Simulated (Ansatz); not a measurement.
ClF2H3OW

```xyz
8

W     0.2994   -0.1256    0.0314
Cl    1.2818   -0.0208    2.1578
F     1.3957    1.2826   -0.4239
H    -0.7246    0.8415    0.9368
H    -1.0541    0.5031   -0.7207
O    -0.5026   -1.6984    0.4565
H    -0.7463   -2.5834    0.7414
F     0.5623   -0.6960   -1.7669
```

Core potentials replace the inner electrons of W.

Method: Ansatz, RKS PBE0-D4/def2-SVP.

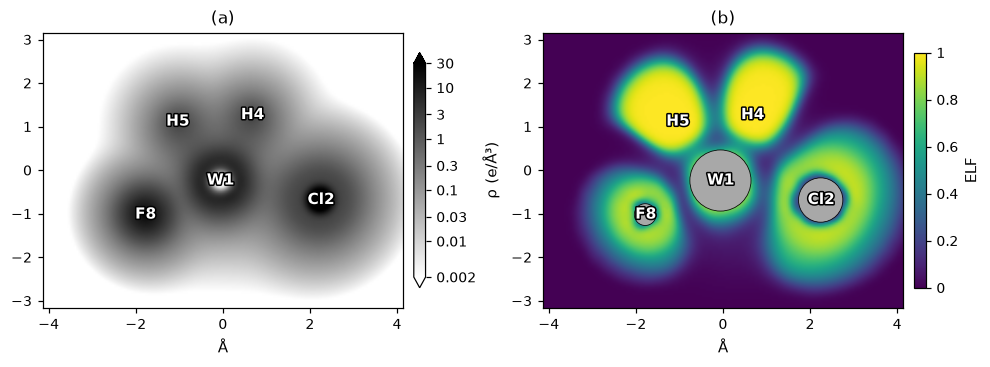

Figure 1. (a) electron density; (b) ELF on the plane of atoms Cl2, W1 and H4. Grey discs cover the atomic cores in the ELF map.

> Read the bonding off the picture.

Atoms in the plane: W, Cl, H and F. W–Cl (2.34 Å): ρ at the midpoint is about 0.64 e/Å³; the ELF peaks at about 0.85 in the valence shell of Cl, 0.8 Å from its nucleus, and is about 0.40 at the midpoint. W–F (1.90 Å): ρ is about 0.99 e/Å³ halfway; the ELF peaks at about 0.85 in the valence shell of F, 0.5 Å from its nucleus, and drops to about 0.20 between the two atoms. W–H (1.67 Å): ρ is about 1.7 e/Å³ halfway; the ELF climbs to about 1 towards the hydrogen.

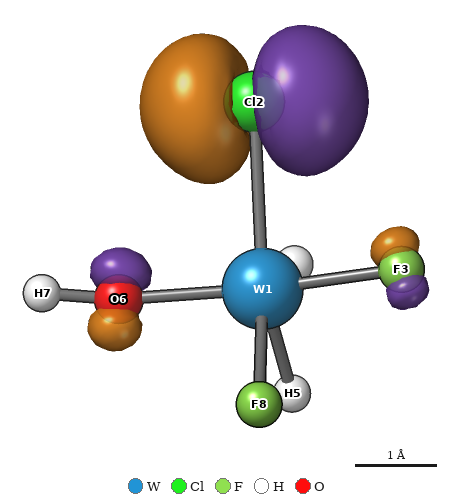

Figure 2. The HOMO−1 at ±0.2 Å⁻³ᐟ² (orange and purple are the two phases), seen at a tilt.

> What is the character of this orbital?

It lies mainly on Cl2 (about 85 %); largely a lone pair of Cl2. Its energy is −9.00 eV.

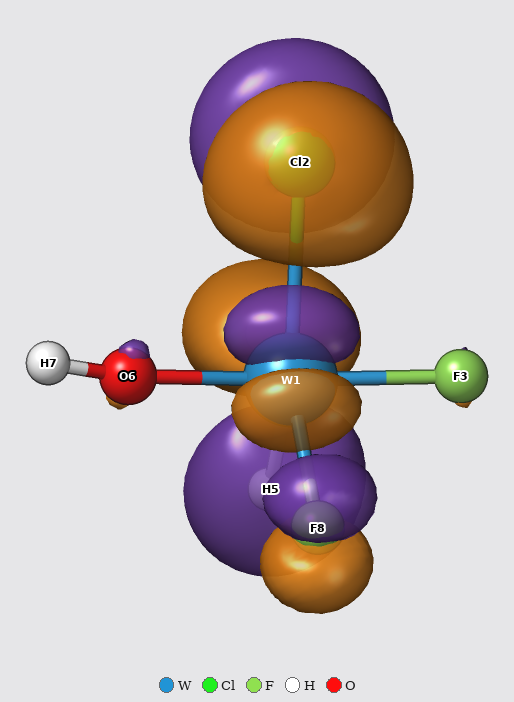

Figure 3. The HOMO at ±0.1 Å⁻³ᐟ² (orange and purple are the two phases), seen at a tilt.

> Describe this orbital and give its energy.

By Hirshfeld shares it lies mainly on Cl2 (about 45 %), W1 (about 20 %), H5 (about 10 %), H4 (about 10 %) and F8 (about 10 %). Its energy is −8.19 eV.
